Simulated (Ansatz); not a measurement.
**C2H6BN: rigid scan of one bond length, by script**

Wanted for C2H6BN: a rigid scan of one bond length. SMILES: C=NBC.

All numbers are computed with the Python package of Ansatz 0.2.0. Level of theory: PBE/cc-pVDZ.

## 1. The system

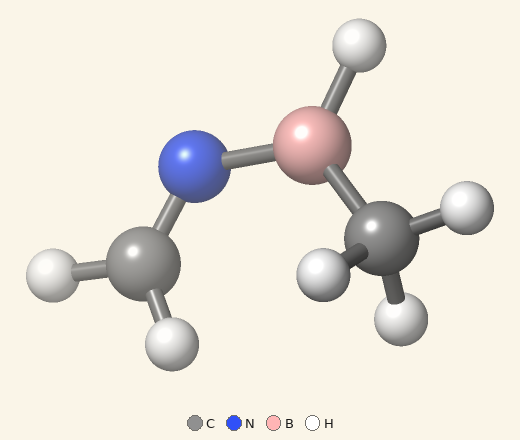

The starting structure, viewed from a chosen angle; carbon grey, nitrogen blue, boron pink, hydrogen white.

The script holds or builds the structure itself.

## 2. Script

Contents of c2h6bn.py:

```python
# -*- coding: utf-8 -*-
'''Potential curve of C2H6BN along one bond.'''

import logging
import sys

import ansatz as az
import matplotlib.pyplot as plt
import numpy as np

logging.basicConfig(stream=sys.stdout, format='%(levelname)s:%(name)s:%(message)s')
log = logging.getLogger('ansatz_job')
log.setLevel(logging.INFO)

BASIS = 'cc-pVDZ'
FUNCTIONAL = 'PBE'

geometry_ang = [
    ('C', (-1.0796, 0.8122, -1.1221)),
    ('N', (-0.0073, 0.2948, -1.4112)),
    ('B', (0.8325, -0.4027, -0.3986)),
    ('C', (0.528, -0.5008, 1.1468)),
    ('H', (-1.6901, 1.3326, -1.9419)),
    ('H', (-1.5363, 0.8788, -0.1286)),
    ('H', (1.9106, -0.8869, -0.7316)),
    ('H', (-0.4704, -1.0382, 1.2359)),
    ('H', (0.355, 0.5225, 1.6242)),
    ('H', (1.2407, -1.0635, 1.73)),
]
molecule = az.Crystal.molecule()
for symbol, xyz in geometry_ang:
    molecule = molecule.atom(symbol, xyz)

symbols = [site.symbol for site in molecule.cartesian_sites]
start = np.array([site.position_ang for site in molecule.cartesian_sites])
axis = (start[6] - start[2]) / np.linalg.norm(start[6] - start[2])
moving = [6]
lengths, energies = [1.081, 1.13, 1.179, 1.228, 1.277, 1.326, 1.375, 1.449], []
for length in lengths:
    xyz = start.copy()
    xyz[moving] += (length - np.linalg.norm(start[6] - start[2])) * axis
    point = az.Crystal.molecule()
    for symbol, place in zip(symbols, xyz):
        point = point.atom(symbol, place.tolist())
    calculation = point.calculation().basis(gaussian=BASIS).functional(FUNCTIONAL)
    r = calculation.run().report
    energies.append(r['free_energy_ev'])
    log.info(f'r = {length:6.3f} A  E = {energies[-1]:.5f} eV  <S^2> = {abs(r["mean_field"]["state"]["spin_squared"]):.3f}')

# quartic fit about the minimum
fit = np.polynomial.Polynomial.fit(lengths, np.array(energies) - min(energies), 4).convert()
roots = [r.real for r in fit.deriv().roots() if abs(r.imag) < 1e-9 and fit.deriv(2)(r.real) > 0]
r_e = min(roots, key=lambda r: abs(r - lengths[int(np.argmin(energies))]))
log.info(f'minimum of the fit at {r_e:.4f} A, force constant {fit.deriv(2)(r_e):.2f} eV/A^2')
plt.figure(figsize=(4.5, 3))
plt.plot(lengths, np.array(energies) - min(energies), 'o-')
plt.xlabel('bond length (A)')
plt.ylabel('E - E(min) (eV)')
plt.tight_layout()
plt.savefig('scan.png', dpi=100)
```

## 3. What the engine is handed

The engine receives this input (first run):

```yaml
crystal:
  periodic: [false, false, false]
  atoms:
    - { symbol: C, position_ang: [-1.0796, 0.8122, -1.1221] }
    - { symbol: "N", position_ang: [-0.0073, 0.2948, -1.4112] }
    - { symbol: B, position_ang: [0.8325, -0.4027, -0.3986] }
    - { symbol: C, position_ang: [0.528, -0.5008, 1.1468] }
    - { symbol: H, position_ang: [-1.6901, 1.3326, -1.9419] }
    - { symbol: H, position_ang: [-1.5363, 0.8788, -0.1286] }
    - { symbol: H, position_ang: [1.7816528723177472, -0.8289868201245276, -0.6917712331711435] }
    - { symbol: H, position_ang: [-0.4704, -1.0382, 1.2359] }
    - { symbol: H, position_ang: [0.355, 0.5225, 1.6242] }
    - { symbol: H, position_ang: [1.2407, -1.0635, 1.73] }
basis:
  gaussian:
    orbitals: cc-pVDZ
hamiltonian:
  xc: pbe
```

## 4. Launch

The run is started by

```sh
$ python c2h6bn.py
```

What it wrote:

```text
INFO:ansatz_job:r =  1.081 A  E = -4330.96376 eV  <S^2> = 0.000
INFO:ansatz_job:r =  1.130 A  E = -4331.13019 eV  <S^2> = 0.000
INFO:ansatz_job:r =  1.179 A  E = -4331.21510 eV  <S^2> = 0.000
INFO:ansatz_job:r =  1.228 A  E = -4331.23577 eV  <S^2> = 0.000
INFO:ansatz_job:r =  1.277 A  E = -4331.20609 eV  <S^2> = 0.000
INFO:ansatz_job:r =  1.326 A  E = -4331.13720 eV  <S^2> = 0.000
INFO:ansatz_job:r =  1.375 A  E = -4331.03808 eV  <S^2> = 0.000
INFO:ansatz_job:r =  1.449 A  E = -4330.84667 eV  <S^2> = 0.000
INFO:ansatz_job:minimum of the fit at 1.2215 A, force constant 21.70 eV/A^2
```

Run time: 16 s. Hardware: 1 thread of Arm Neoverse V2, shared host; peak memory 0.22 GiB.

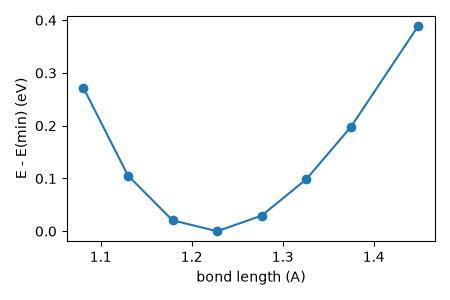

scan.png, as the script drew it.

## 5. What changed from run to run

The engine's inputs for some of the other runs:

Run 4, against run 1:

```diff
@@ -10 +10 @@
-    - { symbol: H, position_ang: [1.7816528723177472, -0.8289868201245276, -0.6917712331711435] }
+    - { symbol: H, position_ang: [1.9107236144368118, -0.8869555181433116, -0.7316381816227236] }
```

Run 6, against run 1:

```diff
@@ -10 +10 @@
-    - { symbol: H, position_ang: [1.7816528723177472, -0.8289868201245276, -0.6917712331711435] }
+    - { symbol: H, position_ang: [1.9967707758495217, -0.925601316822501, -0.7582161472571104] }
```

Run 8, against run 1:

```diff
@@ -10 +10 @@
-    - { symbol: H, position_ang: [1.7816528723177472, -0.8289868201245276, -0.6917712331711435] }
+    - { symbol: H, position_ang: [2.1047687437450655, -0.9741057376137285, -0.7915742061655754] }
```

## 6. Run by run

One row for each of the 8 runs:

| run | distance (Å) | energy from run 4 (eV) | SCF cycles | CPU time (s) |
| --- | --- | --- | --- | --- |
| 1 | 1.08 | 0.2720 | 18 | 1.9 |
| 2 | 1.13 | 0.1056 | 18 | 1.9 |
| 3 | 1.18 | 0.0207 | 18 | 1.9 |
| 4 | 1.23 | 0.0000 | 18 | 1.9 |
| 5 | 1.28 | 0.0297 | 18 | 1.9 |
| 6 | 1.33 | 0.0986 | 18 | 1.9 |
| 7 | 1.38 | 0.1977 | 18 | 1.9 |
| 8 | 1.45 | 0.3891 | 18 | 1.9 |

## 7. Outcome

| quantity | value |
| --- | --- |
| bond length at the fit's minimum | 1.2215 Å |
| runs compared | 8 |
| range of energy | 0.389 eV |
| lowest point, distance (Å) | 1.23 |

In words: The lowest point, at 1.23, lies inside the range. The ends stand 0.272 and 0.389 eV above it. The distance scanned is the script's pair 2, 6. Caveats:
- The rest of the molecule is held rigid at a force-field or estimated start geometry, and the basis set is modest; single-reference methods fail as a bond breaks.
- The orbitals are restricted, so S² is zero by construction.
